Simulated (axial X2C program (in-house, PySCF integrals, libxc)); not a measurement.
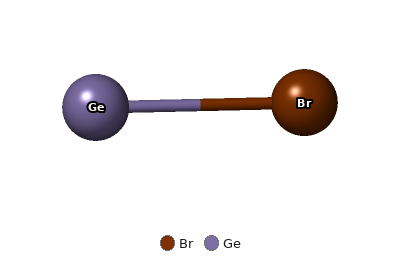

Fig. 1: The molecule at the reference distance of 2.204 Å.

## BrGe⁺: relativistic diatomic calculation

BrGe⁺. The reference is closed-shell BrGe⁺; the roots are vertical excitation energies. The distance is the PBE0 minimum at charge 1. Computed at this level: EOM-EE-CCSD, two-component X2C with atomic mean-field Coulomb and Gaunt terms, Br dyall-acv3z, Ge dyall-acv3z (cores contracted) (axial X2C program (in-house, PySCF integrals, libxc)).

**Key numbers**

```
                                                                                                           quantity                                                                  value
                                                                                                            outcome                                                              converged
                                                                                   HF energy of the reference BrGe⁺                                                    −4699.87559 hartree
                                                                                  MP2 energy of the reference BrGe⁺                                                    −4700.10871 hartree
CCSD energy of the reference BrGe⁺ (with the MP2 share of the virtual spinors left out of the coupled-cluster step)                                                    −4700.13258 hartree
                                                                              CCSD(T) energy of the reference BrGe⁺                                                    −4700.14337 hartree
                                           T1 diagnostic (spinor form; for a closed shell √2 times the usual value)                                                                  0.030
                                                                                                           hardware  1 thread of Arm Neoverse V2, 112 GiB of memory available, shared host
                                                                                                          wall time                                                                   24 s
                                                                                                        peak memory                                                               0.66 GiB
```

**Input file**
```
{"zs": [35, 32], "q": 1, "bas": ["dyall-acv3z", "dyall-acv3z"], "r0": 2.35, "eom": "ee", "thr": -1.0, "nmax": 88}
```

The line is the task of a batch: nuclear charges, charge, bases, a first guess of the distance and further settings. This report covers the levels named above. The log is that of the reference distance 2.204 Å.

Launched within a batch (the task file carries these settings):
```bash
python <driver script> task.json out
```

**Output**
```
two-component X2C + atomic mean field  HF
basis functions 242  fitting functions 1320  grid points 5801
iter        total energy     max residual
   1      -4699.839089081     2.27e-01
   2      -4699.873997188     6.49e-03
   3      -4699.875242022     3.97e-03
   4      -4699.875514983     9.28e-04
   5      -4699.875572699     5.89e-04
   6      -4699.875584816     1.81e-04
   7      -4699.875587210     8.80e-05
   8      -4699.875587725     3.37e-05
   9      -4699.875587783     4.75e-06
  10      -4699.875587785     1.78e-06
converged
one-electron -7061.91521075  Coulomb 2264.37150060  exact exchange -169.52791059  xc functional 0.00000000  nuclear repulsion 268.91037941  atomic mean-field constant -1.71434646
correlated 10  virtual 314  natural virtual 88  E(MP2) -0.233121784  MP2 remainder -0.024028089
iter   CCSD correlation   residual
   1     -0.223939030   1.28e-01
   2     -0.230729731   5.32e-02
   3     -0.232914075   2.31e-02
   4     -0.232913834   7.17e-03
   5     -0.232956973   2.55e-03
   6     -0.232963996   1.04e-03
   7     -0.232964798   2.46e-04
   8     -0.232967065   7.24e-05
   9     -0.232966439   2.30e-05
  10     -0.232966467   8.59e-06
  11     -0.232966318   4.08e-06
  12     -0.232966304   2.22e-06
(T) -0.010785217622049046  T1 0.0302  D1 0.0449  max T2 0.051
EOM-EE-CCSD roots
2*Omega      energy/Eh   energy/eV  one-particle weight
    0       0.13455358      3.6614      0.955
    0       0.13520924      3.6792      0.955
    0       0.15660012      4.2613      0.925
    0       0.17586167      4.7854      0.906
    0       0.17710444      4.8193      0.910
    2       0.13745866      3.7404      0.955
    2       0.15350509      4.1771      0.923
    2       0.16904928      4.6001      0.920
    2       0.17651576      4.8032      0.914
    4       0.14092178      3.8347      0.955
    4       0.16259235      4.4244      0.914
    4       0.18164131      4.9427      0.906
    6       0.16428926      4.4705      0.920
```

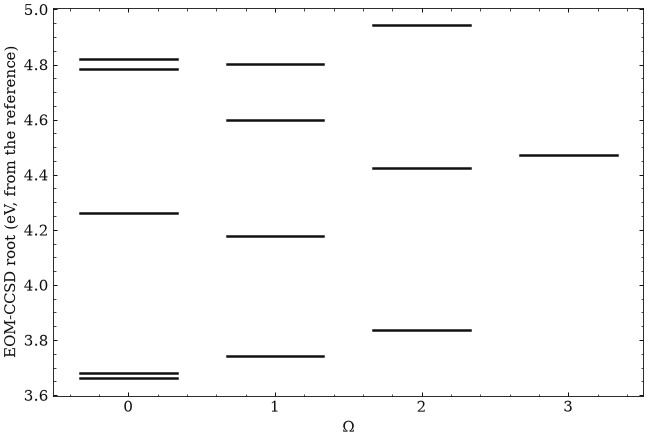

Fig. 2: EOM-CCSD roots by Ω at 2.20 Å. The lowest has Ω = 0 and lies at 3.661 eV, with one-particle weight 0.95.
